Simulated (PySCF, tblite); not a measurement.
# C3H9NOSi2: dynamics, then NMR shifts on frames, part 2 of 2

tblite 0.8.0 and PySCF 2.14.0. Atoms count from 0.

## Step 5: Shielding tensors: 625 fs, PBE0/pcSseg-1

What the job is given:

```
{"job": {"kind": "nmr", "xc": "PBE0", "basis": "pcSseg-1", "pop": false}, "charge": 0, "multiplicity": 1}
O      2.436900     0.589900     0.069100
C      1.860700    -0.424800     0.413000
N      0.544000    -0.411200     0.412600
Si    -0.145000     1.005900    -0.365400
C     -1.956700     0.323300    -0.459300
C     -2.097900    -0.741300     0.639900
Si    -0.493600    -1.739500     0.723300
H      2.427500    -1.355900     0.606900
H     -0.063000     2.160600     0.541900
H      0.503300     1.241400    -1.622600
H     -2.697400     1.132600    -0.241900
H     -2.245100    -0.159400    -1.381100
H     -3.088300    -1.236200     0.614700
H     -2.061900    -0.200600     1.636700
H     -0.467900    -2.742200    -0.426100
H     -0.293800    -2.194800     2.114400
```

Level: GIAO PBE0/pcSseg-1 NMR shielding, non-relativistic, gas phase.

Log:

```text
coarse grid: 14240 points
cycle   1  E = -827.9591358525  dE =  9.958e-01  |g| = 8.663e-01  |ddm| = 3.644e+00
cycle   2  E = -827.4680814815  dE =  4.911e-01  |g| = 1.767e+00  |ddm| = 2.198e+00
cycle   3  E = -828.0976361854  dE = -6.296e-01  |g| = 2.651e-01  |ddm| = 1.716e+00
cycle   4  E = -828.1108805226  dE = -1.324e-02  |g| = 1.008e-01  |ddm| = 2.655e-01
cycle   5  E = -828.1129839688  dE = -2.103e-03  |g| = 1.764e-02  |ddm| = 8.599e-02
cycle   6  E = -828.1130425835  dE = -5.861e-05  |g| = 6.761e-03  |ddm| = 1.958e-02
cycle   7  E = -828.1130527009  dE = -1.012e-05  |g| = 1.737e-03  |ddm| = 6.135e-03
cycle   8  E = -828.1130533934  dE = -6.925e-07  |g| = 4.638e-04  |ddm| = 2.093e-03
final grid: 128024 points
cycle   9  E = -828.1616377498  dE = -8.575e-06  |g| = 1.179e-02  |ddm| = 2.117e-02
cycle  10  E = -828.1615575082  dE =  8.024e-05  |g| = 2.349e-02  |ddm| = 2.313e-02
cycle  11  E = -828.1616644201  dE = -1.069e-04  |g| = 1.963e-03  |ddm| = 1.633e-02
cycle  12  E = -828.1616652899  dE = -8.698e-07  |g| = 2.628e-04  |ddm| = 1.726e-03
cycle  13  E = -828.1616653055  dE = -1.561e-08  |g| = 9.438e-05  |ddm| = 3.492e-04
cycle  14  E = -828.1616653076  dE = -2.045e-09  |g| = 2.364e-05  |ddm| = 9.782e-05
cycle  15  E = -828.1616653077  dE = -1.207e-10  |g| = 5.026e-06  |ddm| = 2.431e-05
converged SCF energy = -828.1616653077

GIAO shielding tensors (ppm)
atom      isotropic    diamagn.    paramagn.     s11        s22        s33       span
  0 O     -182.099     402.212    -584.311   -482.974   -300.256    236.932    719.906
  1 C       13.353     245.340    -231.988    -78.656     20.160     98.554    177.210
  2 N      144.676     335.966    -191.289     46.393    160.640    226.996    180.602
  3 Si     375.445     880.975    -505.529    329.856    382.239    414.241     84.384
  4 C      178.219     254.071     -75.851    171.620    175.539    187.499     15.879
  5 C      169.989     255.688     -85.698    156.323    169.562    184.084     27.761
  6 Si     383.067     881.334    -498.267    349.789    396.824    402.587     52.798
  7 H       22.849      26.925      -4.076     18.989     23.296     26.263      7.274
  8 H       26.629      30.154      -3.525     22.872     24.468     32.547      9.675
  9 H       26.923      30.538      -3.614     23.209     25.192     32.369      9.160
 10 H       29.727      30.003      -0.276     24.628     27.243     37.310     12.682
 11 H       30.845      32.161      -1.316     25.903     28.578     38.055     12.153
 12 H       29.684      29.273       0.411     24.277     27.287     37.488     13.211
 13 H       29.672      31.331      -1.659     25.628     27.549     35.839     10.211
 14 H       26.102      28.504      -2.402     22.812     23.641     31.853      9.041
 15 H       26.449      28.784      -2.335     23.272     23.836     32.239      8.967
```

It took 22 s on 1 thread of Arm Neoverse V1, shared host; peak memory 0.87 GiB.

In short: δ C1 173.6, C5 16.9, C4 8.7, O0 518.2, H7 8.87, H14 5.61 ppm.

## Step 6: Shielding tensors: 800 fs, PBE0/pcSseg-1

What the job is given:

```
{"job": {"kind": "nmr", "xc": "PBE0", "basis": "pcSseg-1", "pop": false}, "charge": 0, "multiplicity": 1}
O      2.836500     0.475400     0.205000
C      2.068500    -0.264300     0.820000
N      0.761900    -0.355900     0.554500
Si     0.003000     0.838600    -0.505300
C     -1.831300     0.394600    -0.069000
C     -1.968100    -0.605900     1.106200
Si    -0.307700    -1.588300     1.283100
H      2.347900    -1.007400     1.563200
H      0.266800     2.247100    -0.160400
H      0.261800     0.708800    -1.924800
H     -2.410800     1.296500     0.071400
H     -2.277600    -0.033200    -1.012200
H     -2.759800    -1.321000     1.012500
H     -2.198200    -0.061900     1.999300
H     -0.371900    -2.858700     0.591200
H      0.008600    -1.775200     2.709200
```

Method: GIAO PBE0/pcSseg-1 NMR shielding, non-relativistic, gas phase.

Log:

```text
coarse grid: 14240 points
cycle   1  E = -827.9642215369  dE =  8.398e-01  |g| = 8.559e-01  |ddm| = 3.644e+00
cycle   2  E = -827.3900836821  dE =  5.741e-01  |g| = 1.859e+00  |ddm| = 2.215e+00
cycle   3  E = -828.1009170924  dE = -7.108e-01  |g| = 2.686e-01  |ddm| = 1.754e+00
cycle   4  E = -828.1143962355  dE = -1.348e-02  |g| = 1.109e-01  |ddm| = 2.728e-01
cycle   5  E = -828.1169585400  dE = -2.562e-03  |g| = 2.078e-02  |ddm| = 9.148e-02
cycle   6  E = -828.1170399180  dE = -8.138e-05  |g| = 8.383e-03  |ddm| = 2.255e-02
cycle   7  E = -828.1170557078  dE = -1.579e-05  |g| = 2.008e-03  |ddm| = 7.459e-03
cycle   8  E = -828.1170566456  dE = -9.379e-07  |g| = 5.098e-04  |ddm| = 2.490e-03
final grid: 128024 points
cycle   9  E = -828.1654737694  dE = -8.686e-06  |g| = 1.193e-02  |ddm| = 1.964e-02
cycle  10  E = -828.1653849983  dE =  8.877e-05  |g| = 2.442e-02  |ddm| = 2.365e-02
cycle  11  E = -828.1655010529  dE = -1.161e-04  |g| = 2.102e-03  |ddm| = 1.677e-02
cycle  12  E = -828.1655020524  dE = -9.995e-07  |g| = 2.701e-04  |ddm| = 1.810e-03
cycle  13  E = -828.1655020697  dE = -1.730e-08  |g| = 8.609e-05  |ddm| = 3.578e-04
cycle  14  E = -828.1655020713  dE = -1.648e-09  |g| = 2.335e-05  |ddm| = 8.564e-05
cycle  15  E = -828.1655020714  dE = -1.178e-10  |g| = 6.015e-06  |ddm| = 2.270e-05
converged SCF energy = -828.1655020714

GIAO shielding tensors (ppm)
atom      isotropic    diamagn.    paramagn.     s11        s22        s33       span
  0 O     -165.557     400.341    -565.899   -448.099   -295.708    247.135    695.233
  1 C       13.633     243.169    -229.536    -82.439     25.236     98.102    180.541
  2 N      133.379     335.058    -201.679     21.497    151.095    227.545    206.049
  3 Si     378.122     881.441    -503.319    341.483    359.260    433.623     92.140
  4 C      182.613     254.201     -71.588    164.963    180.248    202.626     37.663
  5 C      182.143     250.575     -68.432    165.667    183.025    197.737     32.070
  6 Si     367.336     880.542    -513.205    318.767    360.394    422.848    104.081
  7 H       23.299      26.840      -3.541     18.741     23.036     28.120      9.379
  8 H       26.500      30.348      -3.848     22.898     24.727     31.875      8.977
  9 H       26.965      30.782      -3.817     23.369     24.705     32.822      9.453
 10 H       30.720      31.387      -0.667     25.175     28.086     38.899     13.724
 11 H       29.782      31.043      -1.261     24.505     27.698     37.144     12.639
 12 H       31.148      29.817       1.332     25.979     28.288     39.178     13.200
 13 H       30.890      30.918      -0.029     25.451     28.626     38.593     13.142
 14 H       26.999      29.526      -2.528     23.492     24.590     32.914      9.422
 15 H       26.377      28.932      -2.555     23.300     24.197     31.634      8.334
```

It took 22 s on 1 thread of Arm Neoverse V1, shared host; peak memory 0.87 GiB.

Key values: δ C1 173.3, C5 4.8, C4 4.3, O0 501.6, H7 8.42, H15 5.34 ppm.

## Step 7: NMR shieldings: 1000 fs, PBE0/pcSseg-1

What the job is given:

```
{"job": {"kind": "nmr", "xc": "PBE0", "basis": "pcSseg-1", "pop": false}, "charge": 0, "multiplicity": 1}
O      2.729200     1.024200    -0.114800
C      2.156600     0.322600     0.640700
N      0.807900     0.152600     0.621000
Si     0.025300     0.894100    -0.766000
C     -1.512500    -0.196300    -0.602300
C     -1.749800    -0.467900     0.878700
Si    -0.077100    -0.976600     1.623400
H      2.680600    -0.393500     1.309900
H     -0.086600     2.280800    -0.408000
H      0.730000     0.678100    -2.045700
H     -2.382800     0.154900    -1.074500
H     -1.283100    -1.243100    -0.998000
H     -2.441000    -1.290700     1.055300
H     -2.255400     0.407200     1.309300
H      0.305400    -2.401600     1.350000
H      0.151700    -0.590300     3.030800
```

With the program's defaults for keys left out, this is: GIAO PBE0/pcSseg-1 NMR shielding, non-relativistic, gas phase.

Log:

```text
coarse grid: 14240 points
cycle   1  E = -827.9662243778  dE =  1.016e+00  |g| = 8.493e-01  |ddm| = 3.659e+00
cycle   2  E = -827.5886167995  dE =  3.776e-01  |g| = 1.613e+00  |ddm| = 1.981e+00
cycle   3  E = -828.1004355089  dE = -5.118e-01  |g| = 2.367e-01  |ddm| = 1.485e+00
cycle   4  E = -828.1107142362  dE = -1.028e-02  |g| = 9.267e-02  |ddm| = 2.398e-01
cycle   5  E = -828.1124762208  dE = -1.762e-03  |g| = 1.750e-02  |ddm| = 7.966e-02
cycle   6  E = -828.1125358809  dE = -5.966e-05  |g| = 6.039e-03  |ddm| = 1.809e-02
cycle   7  E = -828.1125440377  dE = -8.157e-06  |g| = 1.517e-03  |ddm| = 5.670e-03
final grid: 128024 points
cycle   8  E = -828.1613288475  dE = -3.696e-06  |g| = 1.352e-02  |ddm| = 2.251e-02
cycle   9  E = -828.1612303787  dE =  9.847e-05  |g| = 2.624e-02  |ddm| = 2.697e-02
cycle  10  E = -828.1613644209  dE = -1.340e-04  |g| = 2.172e-03  |ddm| = 1.858e-02
cycle  11  E = -828.1613655001  dE = -1.079e-06  |g| = 2.660e-04  |ddm| = 1.843e-03
cycle  12  E = -828.1613655164  dE = -1.625e-08  |g| = 7.746e-05  |ddm| = 3.464e-04
cycle  13  E = -828.1613655177  dE = -1.337e-09  |g| = 2.348e-05  |ddm| = 9.106e-05
cycle  14  E = -828.1613655178  dE = -1.185e-10  |g| = 4.092e-06  |ddm| = 2.354e-05
converged SCF energy = -828.1613655178

GIAO shielding tensors (ppm)
atom      isotropic    diamagn.    paramagn.     s11        s22        s33       span
  0 O     -143.347     401.464    -544.811   -443.759   -250.294    264.012    707.771
  1 C       19.875     244.690    -224.815    -68.020     33.342     94.304    162.324
  2 N      138.277     336.187    -197.910     24.097    145.937    244.798    220.700
  3 Si     373.967     881.833    -507.866    334.814    370.376    416.712     81.898
  4 C      176.153     255.232     -79.079    168.606    178.037    181.816     13.210
  5 C      176.892     251.991     -75.099    161.852    177.059    191.766     29.914
  6 Si     377.139     881.229    -504.089    356.179    362.699    412.540     56.362
  7 H       23.108      26.643      -3.536     18.383     23.067     27.874      9.491
  8 H       27.007      30.868      -3.861     23.509     24.389     33.123      9.614
  9 H       26.459      30.202      -3.744     22.982     24.659     31.735      8.753
 10 H       31.232      32.093      -0.861     25.835     28.843     39.018     13.184
 11 H       29.706      31.700      -1.994     24.805     27.635     36.679     11.874
 12 H       30.570      29.958       0.612     25.670     27.707     38.331     12.661
 13 H       30.223      30.593      -0.369     25.309     27.580     37.782     12.474
 14 H       26.398      29.452      -3.054     23.270     23.793     32.130      8.860
 15 H       26.434      28.950      -2.516     23.243     24.032     32.028      8.785
```

Run time: 22 s. Hardware: 1 thread of Arm Neoverse V1, shared host; peak memory 0.87 GiB.

In short: δ C1 167.0, C4 10.8, C5 10.0, O0 479.4, H7 8.61, H14 5.32 ppm.

## Step 8: Run by run: NMR shifts

Shifts (ppm) of some atoms, chosen among heavy atoms and hydrogens apart, with basis size and wall time:

| frame | C4 | H13 | H11 | O0 | N2 | Si3 | Si6 | functions | time |
| --- | --- | --- | --- | --- | --- | --- | --- | --- | --- |
| 250 fs | -0.4 | 1.34 | 0.29 | 528.4 | 119.6 | -12.7 | -25.4 | 178 | 23 s |
| 425 fs | 13.3 | 2.37 | 1.44 | 484.5 | 120.9 | -23.7 | -28.5 | 178 | 22 s |
| 625 fs | 8.7 | 2.04 | 0.87 | 518.2 | 123.1 | -26.3 | -33.9 | 178 | 22 s |
| 800 fs | 4.3 | 0.83 | 1.93 | 501.6 | 134.4 | -29.0 | -18.2 | 178 | 22 s |
| 1000 fs | 10.8 | 1.49 | 2.01 | 479.4 | 129.5 | -24.8 | -28.0 | 178 | 22 s |

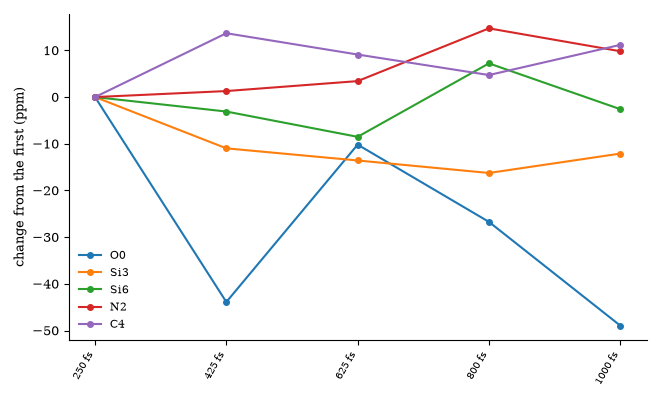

How five of the tabulated atoms move from run to run.

## Step 9: What came out

This closing draws on all 2 parts.

```
                                       quantity                                                     value
                                     thermostat                                                     200 K
                  mean temperature, second half                                                     204 K
        mean potential energy above the minimum                                                   0.39 eV
 13C shifts against TMS (PBE0/pcSseg-1, 250 fs)                                      174.5, 4.1, -0.4 ppm
  1H shifts against TMS (PBE0/pcSseg-1, 250 fs)  9.51, 5.38, 5.31, 5.00, 4.95, 1.34, 1.25, 0.99, 0.29 ppm
 17O shifts against H2O (PBE0/pcSseg-1, 250 fs)                                                 528.4 ppm
 15N shifts against NH3 (PBE0/pcSseg-1, 250 fs)                                                 119.6 ppm
29Si shifts against TMS (PBE0/pcSseg-1, 250 fs)                                          -12.7, -25.4 ppm
                       range of the shift of O0                                        479.4 to 528.4 ppm
```

In the second half the potential energy averages 0.39 eV above the minimum; equipartition over 42 harmonic modes at 200 K would give 0.36 eV. With 16 atoms the temperature swings widely (84 to 280 K). Shifts at one fixed geometry are not the observed spectrum, which averages over the motion. In the first frame run (250 fs): The widest tensor belongs to O0: span 772 ppm, with a paramagnetic part of -594 ppm. In ppm, O0 moves most: its shift spreads over 48.9 ppm, from 479.4 (1000 fs) to 528.4 (250 fs).
